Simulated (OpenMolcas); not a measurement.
# A workflow on C3H12GaN (SMILES C[Ga-](C)(C)[NH3+]), part 1 of 3

We compute a single-point energy (HF/ANO-RCC-MB), then a single-point energy (CASSCF(2,2)/ANO-RCC-VDZP), then the energy along one coordinate (CASPT2(2,2)/ANO-RCC-VDZP), then the energy along one coordinate (SC-NEVPT2(2,2)/ANO-RCC-VDZP), then an energy scan (MC-PDFT[tPBE](2,2)/ANO-RCC-VDZP) of C3H12GaN. 

The calculation is run with OpenMolcas 26.06.

### 1 The system as given

C3H12GaN has 17 atoms, charge 0, and is taken as a singlet. SMILES: `C[Ga-](C)(C)[NH3+]`. Geometry: relaxed at PBE0-D4/def2-TZVP.

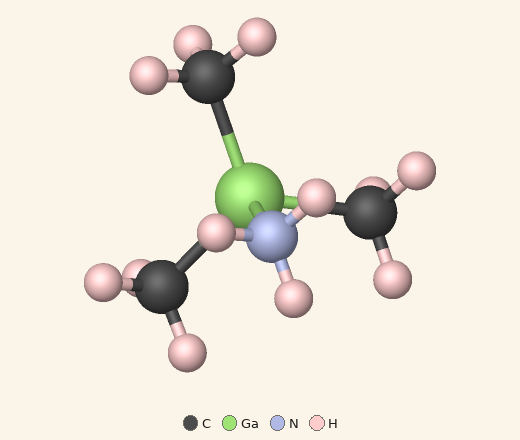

The structure, seen from a chosen angle (carbon dark grey, gallium green, nitrogen light blue, hydrogen pink).

### 2 A single-point energy at HF/ANO-RCC-MB (DKH2) (run 1)

Input file struct.xyz:

```xyz
17

C     -0.724690     0.767350    -1.780960
Ga     0.155500    -0.156590    -0.247090
C      2.027140     0.365110     0.206730
C     -0.422310    -2.018890     0.176160
N     -0.870130     0.876400     1.382070
H     -0.337770     0.382760    -2.729300
H     -0.538820     1.845740    -1.776900
H     -1.807520     0.609810    -1.793330
H      2.328700     0.007070     1.195860
H      2.727720    -0.067300    -0.513810
H      2.173270     1.449260     0.179340
H     -0.082930    -2.343380     1.164610
H     -0.002060    -2.721570    -0.549520
H     -1.509750    -2.134500     0.136040
H     -0.554260     0.531670     2.281190
H     -1.871800     0.734050     1.323650
H     -0.690280     1.873060     1.345280
```

Input file step1.inp:

```
>>> EXPORT MOLCAS_PRINT=2

&GATEWAY
 Coord=struct.xyz
 Basis=ANO-RCC-MB
 Group=NoSym

&SEWARD

&SCF
 PrOrbitals=0

&LOCALISATION
 Occupied
 Freeze
 Pipek-Mezey

&LOCALISATION
 FileOrb=$Project.LocOrb
 Virtual
 Pipek-Mezey
```

The run is started by

```console
$ export MOLCAS_MEM=1860
$ pymolcas step1.inp > step1.log
```

Standard output (excerpt; [...] marks lines left out):

```text
--- Start Module: gateway ---
[...]
--- Stop Module: gateway /rc=_RC_ALL_IS_WELL_ ---
[...]
      Basis functions           50
[...]
       Convergence after   8 Iterations
[...]
::    Total SCF energy                              -2117.0658876189
[...]
      Total spin, S                                     0.0000000000
[...]
      Total electronic charge=   68.000000
      Total            charge=   -0.000000
[...]
      Dipole Moment (debye):
      Origin of the operator (angstrom)=    0.0681   -0.0686   -0.1083
                   X= -2.3581E+00               Y=  2.3750E+00               Z=  3.7457E+00           Total=  5.0231E+00
      Quadrupole Moment (debye*angstrom):
[...]
--- Start Module: localisation ---
[...]
--- Stop Module: localisation /rc=_RC_ALL_IS_WELL_ ---
--- Start Module: localisation ---
[...]
--- Stop Module: localisation /rc=_RC_ALL_IS_WELL_ ---
[...]
```

Wall time 20 s (1 thread of AMD EPYC 7R43 (Zen 3), shared host); peak memory 0.41 GiB.

### 3 A single-point energy at CASSCF(2,2)/ANO-RCC-VDZP (DKH2, RICD fitting) (run 2)

struct.xyz is that of step 2.

Input file step2.input:

```
&GATEWAY
Coord=struct.xyz
Basis=ANO-RCC-MB
Group=NoSym
&SEWARD
&RASSCF
FileOrb=$CurrDir/step1.LocOrb
Alter=2
1 29 34
1 35 42
Spin=1
Nactel=2 0 0
Inactive=33
Ras2=2
OrbListing=Nothing
>>> COPY $Project.RunFile RUNFIL1
>>> COPY $Project.RasOrb INPORB
&GATEWAY
Coord=struct.xyz
Basis=ANO-RCC-VDZP
Group=NoSym
RICD
&SEWARD
>>> COPY $Project.RunFile RUNFIL2
&EXPBAS
&RASSCF
FileOrb=$Project.ExpOrb
Spin=1
Nactel=2 0 0
Inactive=33
Ras2=2
OrbListing=Nothing
```

The run is started by

```console
$ export MOLCAS_MEM=1860
$ pymolcas step2.input > step2.log
```

Standard output (excerpt; [...] marks lines left out):

```text
--- Start Module: gateway ---
[...]
      Basis functions           50
[...]
      Number of active orbitals                  2
[...]
      Spin quantum number                      0.0
[...]
      Active orbitals                            2
[...]
      Number of CSFs                             3
[...]
      Number of root(s) required                 1
[...]
      Convergence after 11 iterations
[...]
      printout of CI-coefficients larger than  0.05 for root  1
      energy=   -2117.080259
      conf/sym  11     Coeff  Weight
             1  20   0.99548 0.99098
             3  02  -0.09496 0.00902
      Natural orbitals and occupation numbers for root  1
      sym 1:   1.981964   0.018036
      ************************************************************************************************************************
      *                                                    Final results                                                     *
[...]
::    RASSCF root number  1 Total energy:  -2117.08025933
[...]
      Basis functions          143
[...]
      Convergence after 12 iterations
[...]
::    RASSCF root number  1 Total energy:  -2117.35549026
[...]
      Total electronic charge=   68.000000
      Total            charge=   -0.000000
[...]
```

Run time: 50 s. Hardware: 1 thread of AMD EPYC 7R43 (Zen 3), shared host; peak memory 0.41 GiB.

### 4 The energy along one coordinate at CASPT2(2,2)/ANO-RCC-VDZP (DKH2, RICD fitting, ipea shift 0.25 Eh, pt2 variant SS) (run 3)

Input file step3.input:

```
>>> EXPORT MOLCAS_PRINT=2
>>> COPY $CurrDir/step2.RasOrb $Project.RasOrb
>>> ForEach K in (1, 2, 3, 4, 5, 6, 7, 8, 9)
&GATEWAY
Coord
$CurrDir/point$K.xyz
Basis
ANO-RCC-VDZP
Group
NoSym
RICD
&SEWARD
&RASSCF
FileOrb
$Project.RasOrb
Spin
1
Nactel
2 0 0
Inactive
33
Ras2
2
OrbListing
Nothing
&CASPT2
Imaginary
0.2
Frozen
13
>>> EndDo
```

The run is started by

```console
$ export MOLCAS_MEM=1860
$ pymolcas step3.input > step3.log
```

Standard output:

```text
--- Start Module: gateway ---

                                              &GATEWAY

                       available to each process: 1.9 GB of memory, 1 thread

++    Symmetry information:
      ---------------------

                    Character Table for C1

                             E
                    a        1  x, y, xy, Rz, z, xz, Ry, yz, Rx, I
--

++    Basis set information:
      ----------------------

      Basis set label: C.ANO-RCC...3S2P1D.

      Electronic valence basis set:
      ------------------
      Associated Effective Charge   6.000000 au
      Associated Actual Charge      6.000000 au
      Nuclear Model: Point charge

      Shell  nPrim  nBasis  Cartesian Spherical Contaminant
         s      14       3        X
         p       9       2        X
         d       4       1                 X

      Basis set label: GA.ANO-RCC...5S4P2D.

      Electronic valence basis set:
      ------------------
      Associated Effective Charge  31.000000 au
      Associated Actual Charge     31.000000 au
      Nuclear Model: Point charge

      Shell  nPrim  nBasis  Cartesian Spherical Contaminant
         s      20       5        X
         p      17       4        X
         d      11       2                 X

      Basis set label: C.ANO-RCC...3S2P1D.

      Electronic valence basis set:
      ------------------
      Associated Effective Charge   6.000000 au
      Associated Actual Charge      6.000000 au
      Nuclear Model: Point charge

      Shell  nPrim  nBasis  Cartesian Spherical Contaminant
         s      14       3        X
         p       9       2        X
         d       4       1                 X

      Basis set label: N.ANO-RCC...3S2P1D.

      Electronic valence basis set:
      ------------------
      Associated Effective Charge   7.000000 au
      Associated Actual Charge      7.000000 au
      Nuclear Model: Point charge

      Shell  nPrim  nBasis  Cartesian Spherical Contaminant
         s      14       3        X
         p       9       2        X
         d       4       1                 X

      Basis set label: H.ANO-RCC...2S1P.

      Electronic valence basis set:
      ------------------
      Associated Effective Charge   1.000000 au
      Associated Actual Charge      1.000000 au
      Nuclear Model: Point charge

      Shell  nPrim  nBasis  Cartesian Spherical Contaminant
         s       8       2        X
         p       4       1        X
--

++    Molecular structure info:
      -------------------------

                    ************************************************
                    **** Cartesian Coordinates / bohr, angstrom ****
                    ************************************************

     Center  Label                x              y              z                     x              y              z
        1      C1              -1.296581       1.377635      -3.544168             -0.686121       0.729013      -1.875493
        2      GA2              0.366737      -0.368359      -0.645574              0.194069      -0.194927      -0.341623
        3      C3               3.903624       0.617511       0.212022              2.065709       0.326773       0.112197
[... 13 lines of this table left out ...]
       17      H17             -1.231555       3.467124       2.363569             -0.651711       1.834723       1.250747

                    *************************************************
                    **** InterNuclear Distances / bohr, angstrom ****
                    *************************************************

     Atom centers         bohr        angstrom
    6 H6        1 C1      1.861381        0.985000
   15 H15       5 N5      1.915085        1.013420
   16 H16       5 N5
   17 H17       5 N5
   10 H10       3 C3      2.067475        1.094061
   13 H13       4 C4
    7 H7        1 C1      2.067921        1.094297
    8 H8        1 C1
    9 H9        3 C3
   11 H11       3 C3
   12 H12       4 C4
   14 H14       4 C4
   16 H16      15 H15     3.101542        1.641265
   17 H17      15 H15
   17 H17      16 H16     3.101570        1.641280
    8 H8        6 H6      3.157544        1.670900
    7 H7        6 H6      3.157564        1.670911
   10 H10       9 H9      3.320609        1.757191
   14 H14      13 H13     3.320638        1.757206
   11 H11      10 H10     3.320658        1.757216
   13 H13      12 H12
    8 H8        7 H7      3.347208        1.771266
   11 H11       9 H9
   14 H14      12 H12
    2 GA2       1 C1      3.770540        1.995284
    3 C3        2 GA2
    4 C4        2 GA2
    5 N5        2 GA2     4.128586        2.184753
    6 H6        2 GA2     4.749787        2.513479
   10 H10       2 GA2     4.889760        2.587549
   13 H13       2 GA2
    8 H8        2 GA2     4.939266        2.613747
    9 H9        2 GA2
    7 H7        2 GA2     4.939284        2.613757
   12 H12       2 GA2     4.939310        2.613771
   11 H11       2 GA2     4.939375        2.613805
   14 H14       2 GA2
   15 H15       2 GA2     5.130062        2.714712
   16 H16       2 GA2     5.130322        2.714850
   17 H17       2 GA2     5.130342        2.714860
--

            Nuclear Potential Energy            393.76797988 au

--- Stop Module: gateway /rc=_RC_ALL_IS_WELL_ ---
--- Module gateway spent 4 seconds ---

--- Start Module: seward ---

                                              &SEWARD

                       available to each process: 1.9 GB of memory, 1 thread

[... 133 lines left out ...]
      Convergence after 12 iterations
[... 12 lines left out ...]
      conf/sym  11     Coeff  Weight
[... 14 lines left out ...]
      RASSCF energy for state  1                  -2117.34432216
[... 47 lines left out ...]
      Dipole Moment (debye):
[... 124 lines left out ...]
      Imaginary shift                            0.20
[... 51 lines left out ...]
      Total energy:           -2118.2778571800
[... 307 lines left out ...]
                                         RASSCF iterations: Energy and convergence statistics
[... 22 lines left out ...]
      energy=   -2117.355489
[... 11 lines left out ...]
++    Final optimization conditions:
[... 17 lines left out ...]
      Von Neumann Entropy (Root   1) =  0.07163
[... 116 lines left out ...]
 ###    WARNING: User changed nr of frozen orbitals.                         ###
[... 89 lines left out ...]
      Reference energy:       -2117.3554891542
[... 242 lines left out ...]
      Nuclear repulsion energy =  392.63659609
[... 90 lines left out ...]
      printout of CI-coefficients larger than  0.05 for root  1
[... 9 lines left out ...]
      *                                                    Final results                                                     *
[... 19 lines left out ...]
::    RASSCF root number  1 Total energy:  -2117.35159493
[... 105 lines left out ...]
      Spin density orbitals for root   1 are written to the SPDORB.1 file
[... 98 lines left out ...]
  FINAL CASPT2 RESULT:
[... 25 lines left out ...]
::    CASPT2 Root  1     Total energy:  -2118.28326924
[... 306 lines left out ...]
      Note: transformation to natural orbitals
[... 8 lines left out ...]
      Natural orbitals and occupation numbers for root  1
[... 20 lines left out ...]
      Final state energy(ies):
[... 107 lines left out ...]
      Natural orbitals for root   1 are written to the RASORB.1 file
[... 72 lines left out ...]
 Compute H0 matrices for state    1
[... 34 lines left out ...]
      Reference weight:           0.78148
[... 316 lines left out ...]
      Convergence after 12 iterations
[... 12 lines left out ...]
      conf/sym  11     Coeff  Weight
[... 14 lines left out ...]
      RASSCF energy for state  1                  -2117.30019674
[... 47 lines left out ...]
      Dipole Moment (debye):
[... 124 lines left out ...]
      Imaginary shift                            0.20
[... 49 lines left out ...]
      Total energy:           -2118.2275664544
[... 306 lines left out ...]
                                         RASSCF iterations: Energy and convergence statistics
[... 22 lines left out ...]
      energy=   -2117.263317
[... 11 lines left out ...]
++    Final optimization conditions:
[... 17 lines left out ...]
      Von Neumann Entropy (Root   1) =  0.37415
[... 116 lines left out ...]
 ###    WARNING: User changed nr of frozen orbitals.                         ###
[... 87 lines left out ...]
      Reference energy:       -2117.2633174505
[... 241 lines left out ...]
      Nuclear repulsion energy =  389.38049729
[... 90 lines left out ...]
      printout of CI-coefficients larger than  0.05 for root  1
[... 9 lines left out ...]
      *                                                    Final results                                                     *
[... 19 lines left out ...]
::    RASSCF root number  1 Total energy:  -2117.23156012
[... 105 lines left out ...]
      Spin density orbitals for root   1 are written to the SPDORB.1 file
[... 96 lines left out ...]
  FINAL CASPT2 RESULT:
[... 25 lines left out ...]
::    CASPT2 Root  1     Total energy:  -2118.15323879
[... 303 lines left out ...]
      Note: transformation to natural orbitals
[... 8 lines left out ...]
      Natural orbitals and occupation numbers for root  1
[... 20 lines left out ...]
      Final state energy(ies):
[... 104 lines left out ...]
      Natural orbitals for root   1 are written to the RASORB.1 file
[... 72 lines left out ...]
 Compute H0 matrices for state    1
[... 32 lines left out ...]
      Reference weight:           0.78220
[... 313 lines left out ...]
      Convergence after 11 iterations
[... 12 lines left out ...]
      conf/sym  11     Coeff  Weight
[... 14 lines left out ...]
      RASSCF energy for state  1                  -2117.19823609
[... 47 lines left out ...]
      Dipole Moment (debye):
[... 47 lines left out ...]
      NBO located      0.997 non-bonded electrons on atom GA2
      NBO located      0.997 non-bonded electrons on atom GA2
      NBO located      0.998 non-bonded electrons on atom GA2
      NBO located      0.998 non-bonded electrons on atom GA2
      NBO located      0.999 non-bonded electrons on atom GA2
      NBO located      1.000 non-bonded electrons on atom GA2
      NBO located      1.000 non-bonded electrons on atom GA2
      NBO located      1.000 non-bonded electrons on atom GA2
      NBO located      1.000 non-bonded electrons on atom GA2
      NBO located      1.000 non-bonded electrons on atom GA2
      NBO located      0.994 non-bonded electrons on atom C3
      NBO located      0.994 non-bonded electrons on atom C4
      NBO located      0.997 non-bonded electrons on atom N5
      The remaining   22.005 electrons are to be considered as diffuse
--

--

      Average orbitals are written to the RASORB file
      Natural orbitals for root   1 are written to the RASORB.1 file
      Spin density orbitals for root   1 are written to the SPDORB.1 file

--- Stop Module: rasscf /rc=_RC_ALL_IS_WELL_ ---
--- Module rasscf spent 19 seconds ---

--- Start Module: caspt2 ---

                                              &CASPT2

                       available to each process: 1.9 GB of memory, 1 thread

 ###############################################################################
 ###    WARNING: User changed nr of frozen orbitals.                         ###
 ###############################################################################

++    Wave function specifications:
      -----------------------------

      Number of closed shell electrons          40
      Number of electrons in active shells       2
      Max number of holes in RAS1 space          0
      Max number of electrons in RAS3 space      0
      Number of inactive orbitals               20
      Number of active orbitals                  2
      Number of secondary orbitals             108
      Spin quantum number                      0.0
      State symmetry                             1
      Number of CSFs                             3
      Number of CASSCF root(s) available         1
      CASPT2 state passed to geometry opt.       1
      A file JOBMIX will be created
      This is a CASSCF or RASSCF reference function
--

++    Orbital specifications:
      -----------------------

      Symmetry species                           1
                                                 a
      Frozen orbitals                           13
      Inactive orbitals                         20
      Active orbitals                            2
      Secondary orbitals                       108
      Deleted orbitals                           0
      Number of basis functions                143
--

++    CASPT2 specifications:
      ----------------------

      Type of calculation                        SS-CASPT2
      Fock operator                              state-specific
      IPEA shift                                 0.25
      Real shift                                 0.00
      Imaginary shift                            0.20
      The input orbitals will be transformed to quasi-canonical
--

--------------------------------------------------------------------------------
 Estimated memory requirements:
  POLY3 :                   250070
  RHS:                     2789720
  SIGMA :                  2722120
  PRPCTL:                        0
 Available workspace:    232474588

++ CASPT2 computation for group   1

********************************************************************************
 Multi-State initialization phase begins for group   1
--------------------------------------------------------------------------------
********************************************************************************
 Compute H0 matrices for state    1
--------------------------------------------------------------------------------
--------------------------------------------------------------------------------
 H0 matrices have been computed.

********************************************************************************
  CASPT2 EQUATION SOLUTION
--------------------------------------------------------------------------------

  Total nr of CASPT2 parameters:
   Before reduction:     2929400
   After  reduction:     2901832

 Variance of |WF0>:       3.9142569830

 The contributions to the second order correlation energy in atomic units.
-----------------------------------------------------------------------------------------------------------------------------
  IT.      VJTU        VJTI        ATVX        AIVX        VJAI        BVAT        BJAT        BJAI        TOTAL       RNORM
-----------------------------------------------------------------------------------------------------------------------------
   1    -0.000000   -0.000082   -0.000000   -0.006672   -0.007833   -0.000253   -0.033823   -0.863970   -0.912634    0.001185
   2    -0.000000   -0.000084   -0.000000   -0.006716   -0.007837   -0.000253   -0.033857   -0.863979   -0.912726    0.000123
   3    -0.000000   -0.000084   -0.000000   -0.006717   -0.007836   -0.000253   -0.033857   -0.863978   -0.912725    0.000017
   4    -0.000000   -0.000084   -0.000000   -0.006716   -0.007836   -0.000253   -0.033856   -0.863977   -0.912724    0.000002
-----------------------------------------------------------------------------------------------------------------------------

  FINAL CASPT2 RESULT:

      Reference energy:       -2117.1982360910
      E2 (Non-variational):      -0.9127239079
      Shift correction:          -0.0041991004
      E2 (Variational):          -0.9169230084
      Total energy:           -2118.1151590993
      Residual norm:              0.0000002540
      Reference weight:           0.78314

      Contributions to the CASPT2 correlation energy
      Active & Virtual Only:         -0.0002533890
      One Inactive Excited:          -0.0405725198
      Two Inactive Excited:          -0.8718979991

++ Denominators, etc.
--------------------------------------------------------------------------------------------------------------
 Report on small energy denominators, large coefficients, and large energy contributions.
CASE  SYMM ACTIVE-MIX  NON-ACTIVE INDICES          DENOMINATOR     RHS VALUE       COEFFICIENT     CONTRIBUTION
VJTU     1  Mu1.0001  In1.032                       0.29529186      0.00000040     -0.00082693     -0.00000000
VJTU     1  Mu1.0001  In1.033                       0.28286064     -0.00000000     -0.00000058      0.00000000
ATVX     1  Mu1.0001  Se1.036                       0.25417847      0.00000099     -0.00010704     -0.00000000
--

   (Skipping property calculation,
    use PROP keyword to activate)
--

  Total CASPT2 energies:
::    CASPT2 Root  1     Total energy:  -2118.11515910

  A NEW JOBIPH FILE NAMED 'JOBMIX' IS PREPARED.
********************************************************************************
--- Stop Module: caspt2 /rc=_RC_ALL_IS_WELL_ ---
--- Module caspt2 spent 8 seconds ---

>>> END FOREACH

.##################.
.# Happy landing! #.
.##################.

    Timing: Wall=410.40 User=377.95 System=29.81
```

Run time: 6.9 min. Hardware: 1 thread of AMD EPYC 7R43 (Zen 3), shared host; peak memory 0.24 GiB.

The scan, from its lowest point:

| H6–C1 (Å) | energy (kJ/mol) |
| --- | --- |
| 0.985 | 27.1 |
| 1.094 | 0.0 |
| 1.203 | 12.9 |
| 1.368 | 67.8 |
| 1.586 | 159.1 |
| 1.860 | 263.8 |
| 2.188 | 354.3 |
| 2.626 | 420.7 |
| 3.282 | 454.3 |

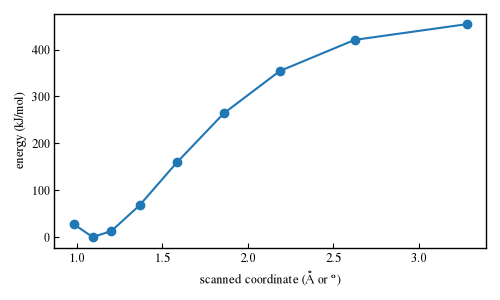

Energy along the scan.

(Continued in part 2 of 3.)
